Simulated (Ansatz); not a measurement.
Cl₂F₄W···H₂

Input file:

```
crystal:
  periodic: [false, false, false]
  atoms:
    - { symbol: W, position_ang: [0.36065, 0.44024, -0.323441] }
    - { symbol: H, position_ang: [-0.307079, -0.325963, 2.432121] }
    - { symbol: F, position_ang: [1.919339, 0.165988, -1.288997] }
    - { symbol: Cl, position_ang: [-0.007168, 2.436567, -1.374192] }
    - { symbol: F, position_ang: [-1.23707, 0.626705, 0.597762] }
    - { symbol: F, position_ang: [0.602511, -1.229863, 0.461134] }
    - { symbol: F, position_ang: [-0.565447, -0.441265, -1.675205] }
    - { symbol: Cl, position_ang: [1.604033, 1.455599, 1.399815] }
    - { symbol: H, position_ang: [0.11133, -0.003407, 2.915104] }
basis:
  gaussian: { orbitals: def2-SVP }
hamiltonian:
  xc: b3lyp
  dispersion: d4
relax:
  f_tol: 0.03
  max_steps: 50
output:
  orbitals: {}
```

Command:

```sh
ansatz run input.yaml --threads 4 --pin off --max-ram 5120MiB --backend cpu --events-out ev --progress --plain --runs-dir out
```

The fields are those of the run's last geometry, not of the input's.

Core potentials replace the inner electrons of W.

The calculation used RKS B3LYP-D4/def2-SVP (Ansatz).

Q: What can the converged electron density and electron localisation function tell about the bonding?

A: W–F (1.86 Å): the density is about 1.1 e/Å³ at the midpoint; the ELF peaks at about 0.85 in the valence shell of F, 0.5 Å from its nucleus, and drops to about 0.25 between the two atoms.
W–Cl (2.29 Å): the density is about 0.71 e/Å³ at the midpoint; the ELF peaks at about 0.85 in the valence shell of Cl, 0.8 Å from its nucleus, and is about 0.40 at the midpoint.

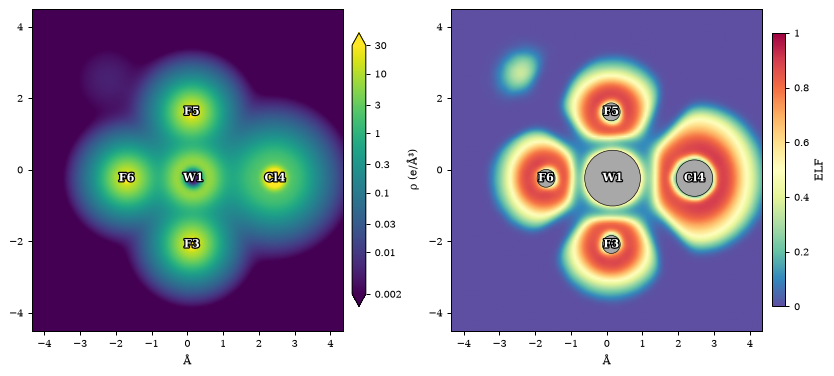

Computed electron density and electron localisation function on the plane of atoms F3, W1 and Cl4, in this order. Grey discs cover the atomic cores in the ELF map. 
